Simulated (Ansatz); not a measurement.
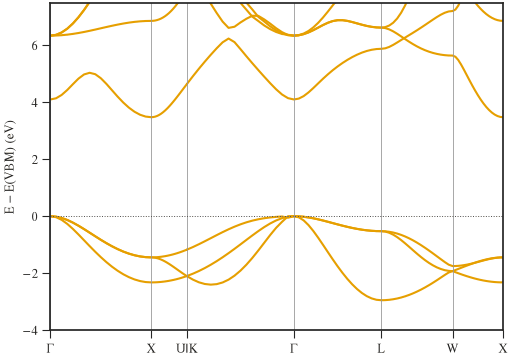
Figure. Band structure from r²SCAN (plane waves, PAW; program Ansatz)

Problem. Read off the gap and where the band edges lie.

Solution. About 3.5 eV (3.48 eV by a search for the band edges); maximum at Γ, minimum at X.

The material is Li₂Se (anti-fluorite, space group No. 225).

Space group Fm-3m (anti-fluorite). Symmetry was held in the r²SCAN relaxation. Scalar-relativistic: spin–orbit coupling is off unless named, which matters more the heavier the elements.

Potentials: the later of the program's two PAW sets.
